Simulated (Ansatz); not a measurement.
**BBr3 (SMILES BrB(Br)Br): density, localisation and related maps**

The calculation's input:

```
crystal:
  periodic: [false, false, false]
  atoms:
    - {symbol: B, position_ang: [-0.361043, -0.276004, 0.358463]}
    - {symbol: Br, position_ang: [1.081154, 0.907093, 0.712281]}
    - {symbol: Br, position_ang: [-1.081444, -0.397117, -1.394028]}
    - {symbol: Br, position_ang: [-1.083187, -1.337473, 1.757244]}
basis:
  gaussian:
    orbitals: def2-TZVPD
hamiltonian:
  xc: pbe0
output:
  forces: true
  orbitals: {seedname: orbitals}
```

Command:

```sh
ansatz run input.yaml --threads 2 --pin off --max-ram 4350MiB --events-out events.jsonl --progress --plain --runs-dir runs
```

Geometry: PBE0-D3(BJ)/def2-SVP.

Level of theory: isolated molecule in a Gaussian basis; Kohn-Sham density functional theory, functional PBE0 in Ansatz.

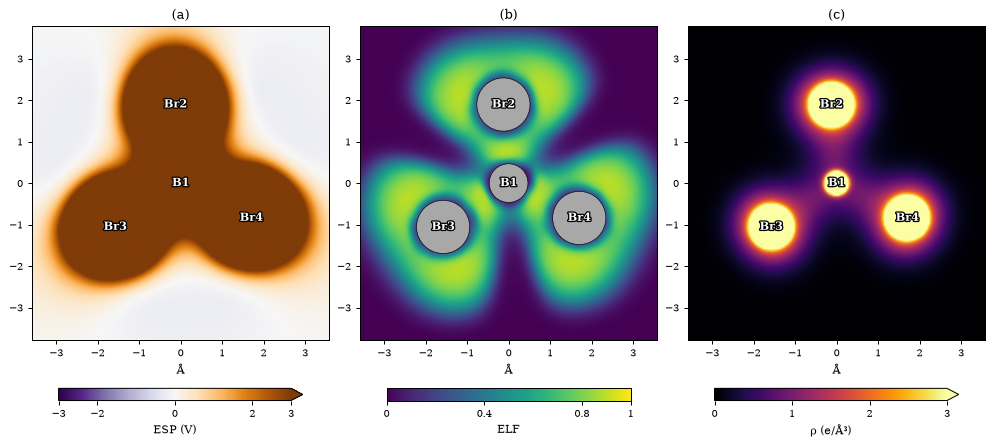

Figure 1. (a) electrostatic potential; (b) ELF; (c) electron density on the molecular plane. Grey discs cover the atomic cores in the ELF map.

What do the fields say about this system?

Atoms in the plane: B and Br. B–Br (1.90 Å): ρ at the midpoint is about 1.1 e/Å³; the ELF peaks at about 0.90 between the atoms: a polar covalent bond. The ELF also peaks beside Br3, Br4 and Br2, away from the bonds: lone-pair regions. The potential has no marked negative region in this plane.

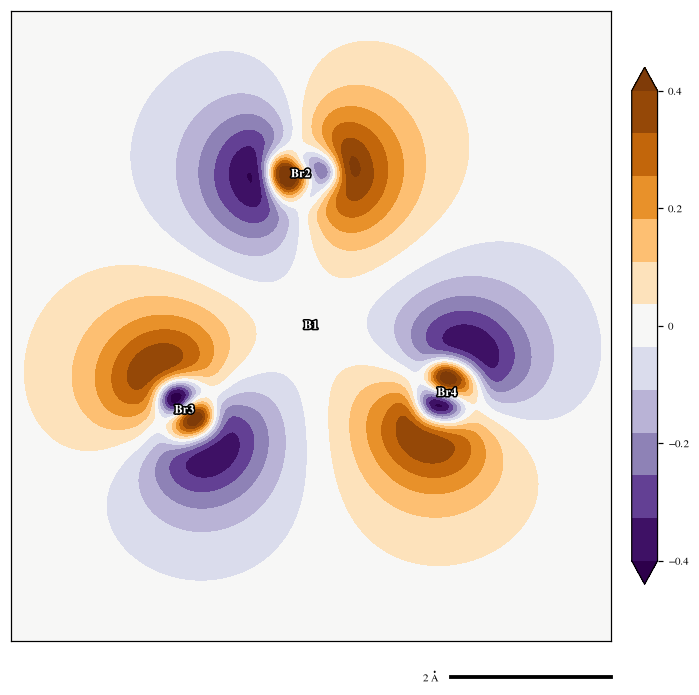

Figure 2. One frontier orbital on the molecular plane (values in Å⁻³ᐟ²; the overall sign is arbitrary).

Which orbital is it: HOMO or LUMO?

The HOMO, at −8.33 eV. Its weight (Hirshfeld) is mainly on Br2 (about 30 %), Br3 (about 30 %) and Br4 (about 30 %); it is symmetric in the molecular plane (an in-plane orbital: σ, lone-pair or in-plane π type); largely a combination of lone pairs on Br2, Br3 and Br4.

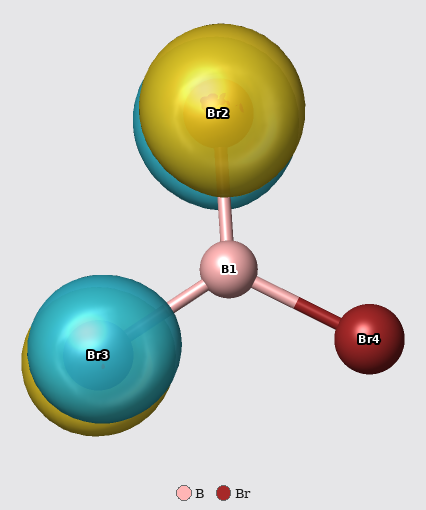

Figure 3. The HOMO−1 at ±0.15 Å⁻³ᐟ² (yellow and cyan are the two phases), seen across its widest extent.

Where does this orbital lie, and at what energy?

Its weight (Hirshfeld) is mainly on Br2 (about 55 %) and Br3 (about 35 %); it changes sign across the molecular plane (π type). It is one of a degenerate set, so its orientation is arbitrary. Its energy is −9.03 eV.
